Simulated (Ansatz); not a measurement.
# C₂H₆F₂SSi (SMILES C[SiH](F)C(F)S): what the fields show

Input

```
crystal:
  periodic: [false, false, false]
  atoms:
    - { symbol: C, position_ang: [0.1894, -1.9037, -0.0769] }
    - { symbol: Si, position_ang: [0.6253, -0.0953, 0.1879] }
    - { symbol: F, position_ang: [1.5742, 0.3371, -1.0285] }
    - { symbol: C, position_ang: [-0.7653, 1.0436, 0.2363] }
    - { symbol: F, position_ang: [-1.5968, 0.8373, -0.8937] }
    - { symbol: S, position_ang: [-0.3256, 2.7832, 0.3018] }
    - { symbol: H, position_ang: [-0.3766, -1.9707, -1.027] }
    - { symbol: H, position_ang: [-0.4657, -2.2028, 0.7112] }
    - { symbol: H, position_ang: [1.0256, -2.49, -0.0874] }
    - { symbol: H, position_ang: [1.4109, -0.0091, 1.4787] }
    - { symbol: H, position_ang: [-1.4819, 0.8203, 1.1271] }
    - { symbol: H, position_ang: [0.2636, 2.795, -0.8955] }
basis:
  gaussian: { orbitals: def2-SVP }
hamiltonian:
  xc: r2scan
relax:
  f_tol: 0.015
  max_steps: 40
output:
  orbitals: {}
```

Command:

```sh
ansatz run input.yaml --threads 2 --pin off --max-ram 3072MiB --backend cpu --events-out ev --progress --plain --runs-dir out
```

The fields are those of the run's last geometry, not of the input's.

The calculation used RKS r2SCAN/def2-SVP in Ansatz 0.2.0.

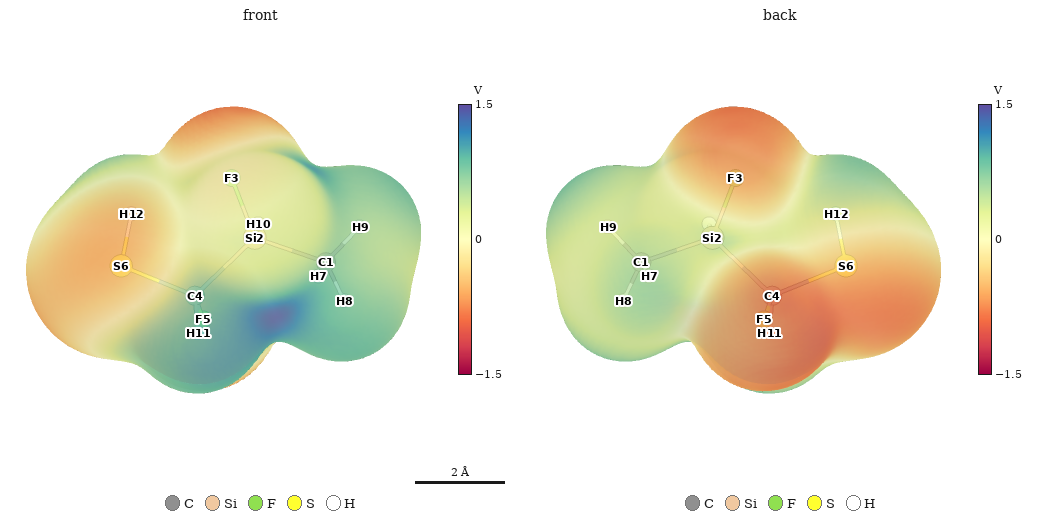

Figure 1. The molecular electrostatic potential painted on the density surface at 0.001 e/bohr³, seen from the front and from behind; the colour scale runs from red (negative) to blue (positive).

**Where is the surface potential most negative and most positive?**

The most negative region (about −1.0 V) lies over F5, the most positive (about +1.3 V) over Si2.

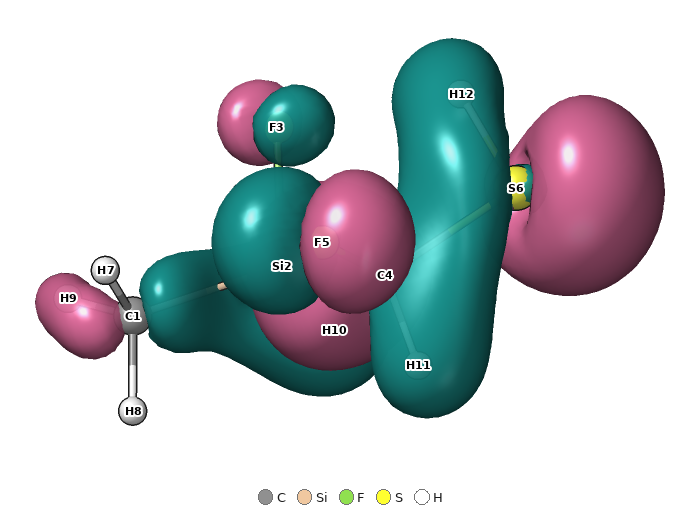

Figure 2. The HOMO−1 at ±0.08 Å⁻³ᐟ² (teal and pink are the two phases), seen at an oblique angle.

**Where does this orbital lie, and at what energy?**

By Hirshfeld shares it lies mainly on F5 (about 25 %), S6 (about 25 %), C4 (about 20 %) and Si2 (about 10 %). Its energy is −7.46 eV.

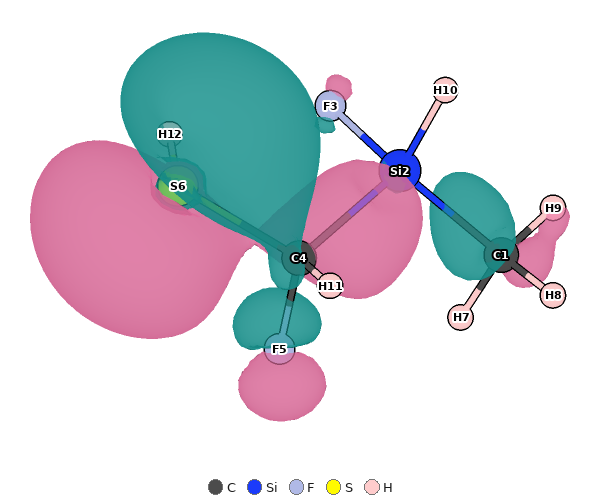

Figure 3. The HOMO at ±0.08 Å⁻³ᐟ² (teal and pink are the two phases), seen at a tilt.

**Describe this orbital and give its energy.**

By Hirshfeld shares it lies mainly on S6 (about 75 %) and C4 (about 5 %); largely a lone pair of S6. Its energy is −6.40 eV.
